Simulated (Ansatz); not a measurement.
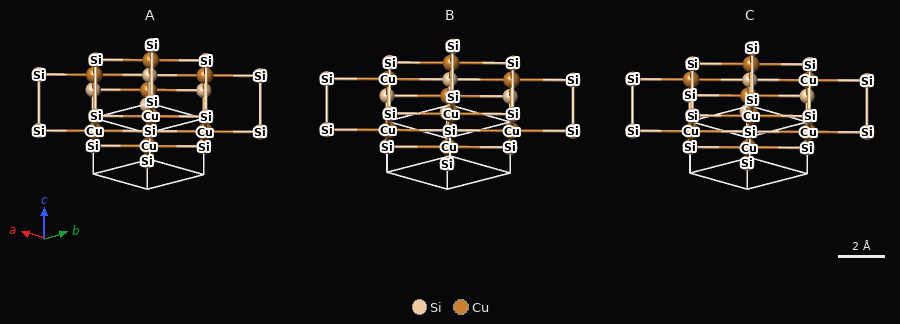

3 geometries from one relaxation of crystalline CuSi (a generated structure, set up in P4/mmm) (coarse preliminary run), in shuffled order. Style: ball-and-stick. Shown: the cell of the calculation, repeated 2 × 2 × 2 with one cell outlined, from a free direction.

Theory: DFT PBE, scalar-relativistic, plane waves, PAW (Ansatz). Set-up: plane-wave cutoff 420 eV; k-point mesh 4 × 4 × 8; occupations gaussian; smearing width 0.1 eV; no spin polarisation; cell and atoms relaxed; force threshold 0.04 eV/Å; at most 70 steps.

> Put them in the order of the run, from the start to the converged end.

B, C, A. They are steps 0, 1, 7, at +274 meV per atom, +121 meV per atom relative to the last. After 5 accepted moves (7 points after the start) the energy has fallen by 274 meV per atom. All forces vanish by symmetry, so only the cell relaxes. The pressure goes from −5.23 to −0.06 GPa. The SCF was repeated twice at an unchanged geometry on a basis and grid sized afresh for the cell, which shifted the energy by 0.4 meV per atom at most. The atoms keep their places relative to the cell (all moves are under 0.005 Å). The drawn cell changes as follows: a = b 3.821 → 3.430 Å (−10.2 %), c 2.320 → 2.555 Å (+10.1 %); the volume changes by −11.3 %. Near-neighbour distances that change, for instance: Cu–Si 2.702 → 2.425 Å, Cu–Cu 2.320 → 2.555 Å, Si–Si 2.320 → 2.555 Å. The space group stays P4/mmm (No. 123).

Limits of the set-up: the k-point mesh is coarse for a cell with partly filled bands.
